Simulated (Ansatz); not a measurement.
Scan of one atom of the cell for SnO (litharge type, space group P4/nmm)

SnO (litharge type, space group P4/nmm)

```
SnO
1.0
    3.83618     0.00000     0.00000
    0.00000     3.83618     0.00000
    0.00000     0.00000     4.75736
Sn O
2 2
Cartesian
  1.91809   0.00000   1.15809
  0.00000   1.91809   3.59927
  0.00000   0.00000   0.00000
  1.91809   1.91809   0.00000
```

In this cell atom 2 (Sn, nearest neighbour O at 2.241 Å; its periodic images, 3.8 Å or more away, move with it) is moved by s along Cartesian [111], unit vector (0.577, 0.577, 0.577); all other atoms and the cell stay fixed.

Level of theory: PBE-D3(BJ) (plane waves to 420 eV, PAW, scalar-relativistic; Ansatz, an electronic-structure program). k mesh 10×10×8 (Γ-centred), Fermi-Dirac smearing 0.05 eV. Energies are smeared free energies. With partly filled bands, energies and forces of such displacements shift with the k mesh and the smearing. F∥ is the force on the atom along that direction. At this level the bands of SnO touch or barely overlap; measurements give the solid a gap. SnO was relaxed with its symmetry unable to fall. The PAW data are Ansatz's earlier set. ΔE is measured from the undisplaced structure.

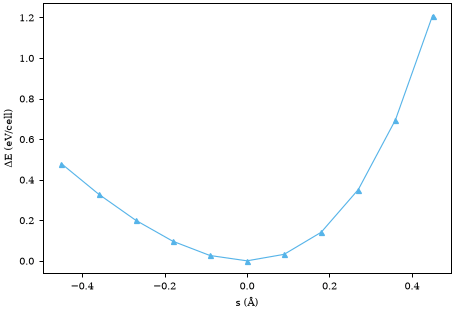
Figure. ΔE (eV/cell) against s (Å); markers are the computed points, lines only join them.

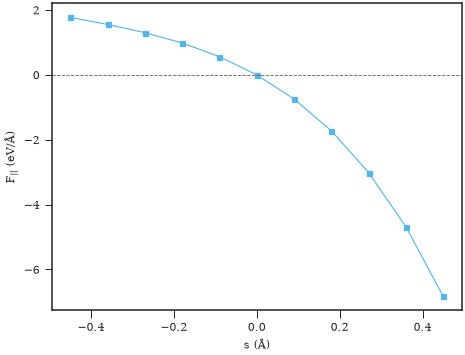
*F∥ (eV/Å) against s (Å); markers are the computed points, lines only join them.*

The force constant k = d²E/ds² at s = 0 (finite differences) comes out as 7.15 eV/Å², the force along the line at s = -0.450 Å comes out as 1.77 eV/Å and the energy at s = 0.450 Å comes out as 1210 meV/cell. Shape of the curve: a single well with its minimum at or next to zero displacement. Harmonic estimate at the end of the scan: ½ks² = 724 meV/cell against the computed 1210 meV/cell, so the well is stiffer than harmonic there.

The forces along the line at the two nearest points give (0.560 − (-0.744)) / (2·0.090) = 7.24 eV/Å²; the next pair corrects for the finite step.

(A displaced cell: forces are minus the slopes of the energy, force constants its curvatures, and phonons follow from these.)
